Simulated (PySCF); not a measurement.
```xyz
18

C    -2.4527   -1.0598   -0.7492
S    -1.0344    0.0358   -1.0257
C    -1.2334    1.1925    0.3533
Al    0.4555   -1.4520    0.2470
C     1.9849   -0.1837    0.2752
C     3.0243    0.4209    0.8374
C     2.5799    1.0362   -0.4040
F     1.8643    2.2352   -0.3299
H    -2.5375   -1.6938   -1.6264
H    -3.3485   -0.4561   -0.6403
H    -2.2874   -1.6738    0.1378
H    -1.0867    0.6755    1.3020
H    -2.2228    1.6361    0.3006
H    -0.4771    1.9613    0.2280
H     0.3652   -2.6407   -0.7554
H    -0.4308   -1.5593    1.5397
H     3.7133    0.5068    1.6429
H     3.1151    1.0251   -1.3447
```

Geometry: GFN2-xTB.

Level of theory: PBE0/pcSseg-1, SCF density, gas phase, non-relativistic in PySCF.

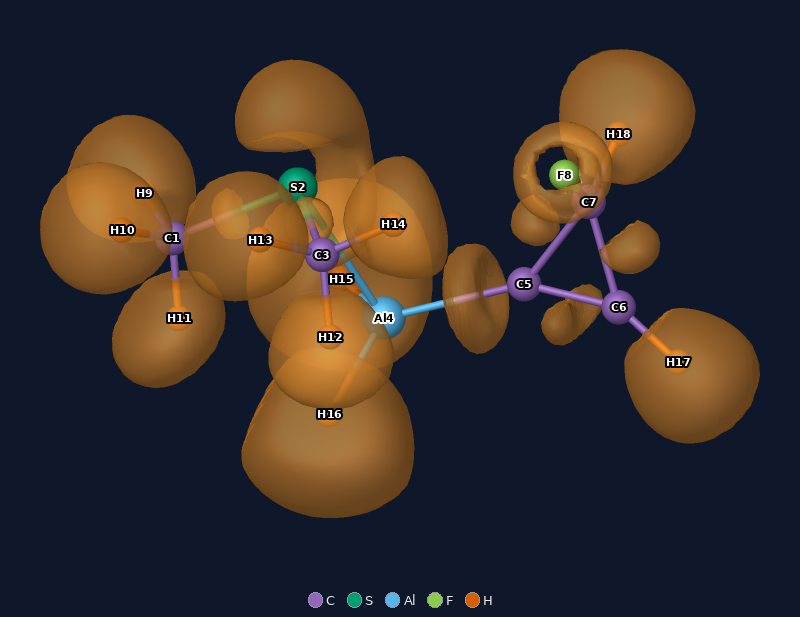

C$_{5}$H$_{10}$AlFS. Isosurface of the electron localisation function at 0.85 (orange), seen from one side. Core shells and regions of very low density are left out.

**Where are the electrons localised?**

At this value the surface marks out three regions between bonded C–C atoms (shared pairs), two regions between bonded C–S atoms (shared pairs), ten regions around hydrogen nuclei, one lobe of the valence shell of C pointing towards Al (polar bonds), one region on S in which the atom's valence shell and bonds are merged and one region wrapped around F (its valence shell).

Values along the shortest contacts:
C–C (1.33 Å): the ELF peaks at about 0.85 between the atoms; a multiple bond. C–F (1.40 Å): the ELF peaks at about 0.80 between the atoms; a shared but strongly polarised pair.
